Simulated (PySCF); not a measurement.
```
atom    x (Å)    y (Å)    z (Å)
   C   2.3386   0.6677  -0.5454
   C   1.3894  -0.2564  -0.7055
   P   0.0645  -0.3567   0.5247
   C   0.1165  -2.0805   1.1002
   O   0.2035   0.6656   1.6160
   C  -1.4977  -0.1803  -0.4304
   C  -1.5396   1.2241  -1.0252
   C  -2.6897  -0.4423   0.4857
   H   3.1710   0.7760  -1.2477
   H   2.2899   1.3455   0.3143
   H   1.3988  -0.9506  -1.5550
   H  -0.6516  -2.2261   1.8725
   H   1.1030  -2.2603   1.5503
   H  -0.0466  -2.7916   0.2767
   H  -1.4727  -0.9324  -1.2404
   H  -1.4617   1.9732  -0.2224
   H  -0.7101   1.3985  -1.7267
   H  -2.4854   1.3885  -1.5645
   H  -2.6398   0.2141   1.3686
   H  -3.6335  -0.2347  -0.0419
   H  -2.7283  -1.4846   0.8363
```

Geometry: PBE0-D3(BJ)/def2-SVP.

Level of theory: CAM-B3LYP/def2-SVPD, SCF density, gas phase (PySCF).

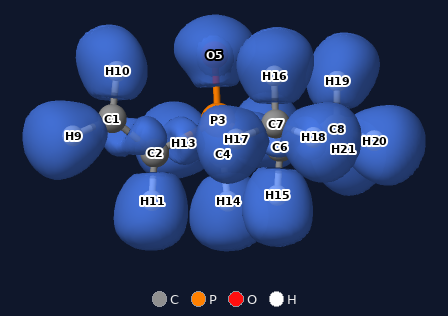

C6H13OP. Isosurface of the ELF at 0.75 (blue), seen from one side. Only the valence region is drawn (cores and ρ < 0.01 e/Å³ removed).

What do the ELF domains correspond to?

The surface consists of three regions between bonded C–C atoms (shared pairs), three regions between bonded C–P atoms (shared pairs), 13 regions around hydrogen nuclei and one region on O in which the atom's valence shell and bonds are merged.

Values along the shortest contacts:
C–C (1.33 Å): the ELF peaks at about 0.95 between the atoms; a short, multiple covalent bond. P–O (1.50 Å): the ELF peaks at about 0.85 between the atoms, as expected for a polar covalent bond.
